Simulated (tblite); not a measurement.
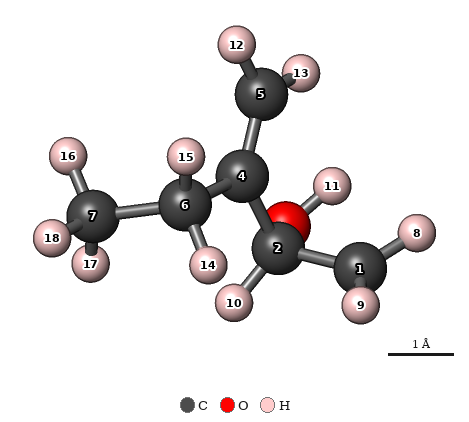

Figure 1. The structure (ball-and-stick view, seen at a tilt; atoms are numbered from 1 in the order of the input).

C₆H₁₁O: frequency calculation

C₆H₁₁O, multiplicity 2, computed with GFN2-xTB harmonic vibrations, gas phase (tblite 0.8.0).

It belongs to a series of runs on one base structure; here: H removed from sp3 C.

## Output
```
mode    cm-1     km/mol
  1      58.7      1.15
  2      74.3      1.01
  3     156.3      1.73
  4     192.4      0.43
  5     223.0      0.07
  6     238.9      1.76
  7     277.4     62.20
  8     301.9     32.27
  9     370.0      0.85
 10     436.0      1.40
 11     511.6     43.33
 12     526.5     70.95
 13     605.8      1.60
 14     687.2      7.59
 15     801.0      7.96
 16     839.5      2.28
 17     873.9     29.51
 18     899.4      4.16
 19     924.5      3.15
 20    1015.3     54.65
 21    1040.8     57.63
 22    1074.6      1.40
 23    1084.5      3.29
 24    1137.3     40.33
 25    1192.5     17.00
 26    1208.3      7.34
 27    1216.5      7.75
 28    1254.0      7.25
 29    1315.8      1.04
 30    1343.7     84.09
 31    1396.6      7.27
 32    1409.5      1.37
 33    1414.3      0.31
 34    1483.6      0.64
 35    1496.2      3.08
 36    1502.6      2.92
 37    1686.9     17.90
 38    2924.2     21.15
 39    2975.3     32.19
 40    2985.0     28.21
 41    3035.1     46.10
 42    3039.9     36.32
 43    3044.6     23.63
 44    3099.9     16.95
 45    3118.9     38.40
 46    3126.4     17.74
 47    3178.6     28.54
 48    3546.9      8.99
```

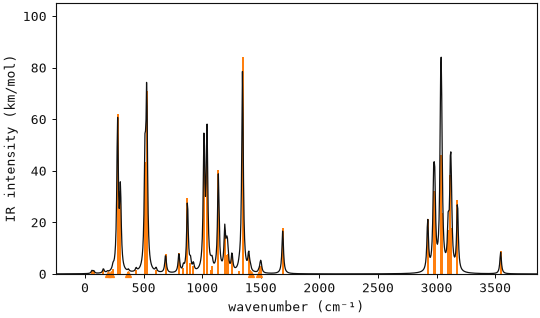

Figure 2. Harmonic infrared spectrum, unscaled: sticks (degenerate modes added up, dark ones marked on the axis) with a Lorentzian envelope of 16 cm⁻¹ full width, scaled to the tallest stick. 48 modes from 59 to 3547 cm⁻¹, none imaginary. The strongest line is at 1344 cm⁻¹ (84 km/mol).

This output came from the following input.

## Input file
```
{"job": {"kind": "ir", "xc": "GFN2-xTB", "basis": "xTB"}, "charge": 0, "multiplicity": 2}
C     -1.825589     1.189783    -0.520259
C     -1.046021    -0.031002    -0.799872
O     -1.815443    -1.186176    -1.002107
C     -0.114536    -0.112786     0.417521
C     -0.470237    -0.730909     1.535803
C      1.214358     0.568257     0.260384
C      2.214114    -0.359226    -0.432991
H     -2.715685     1.122705     0.077018
H     -1.384226     2.155148    -0.666394
H     -0.437596     0.075402    -1.704331
H     -2.489117    -1.232434    -0.314941
H      0.186591    -0.761165     2.388853
H     -1.409412    -1.245731     1.648483
H      1.097490     1.478460    -0.330764
H      1.602293     0.846421     1.242202
H      2.369244    -1.255324     0.162940
H      1.845771    -0.659464    -1.410952
H      3.169242     0.144357    -0.562248
```

The first line tells a small driver script what to run in tblite; the rest is the geometry in Å.

Launched with:
```bash
OMP_NUM_THREADS=1 python <driver script> task.json out
```

## Summary

- outcome: converged
- total energy: −609.5844 eV
- zero-point energy: 94.8470 kcal/mol
- hardware: 1 CPU thread, shared host
- peak memory: 0.18 GiB
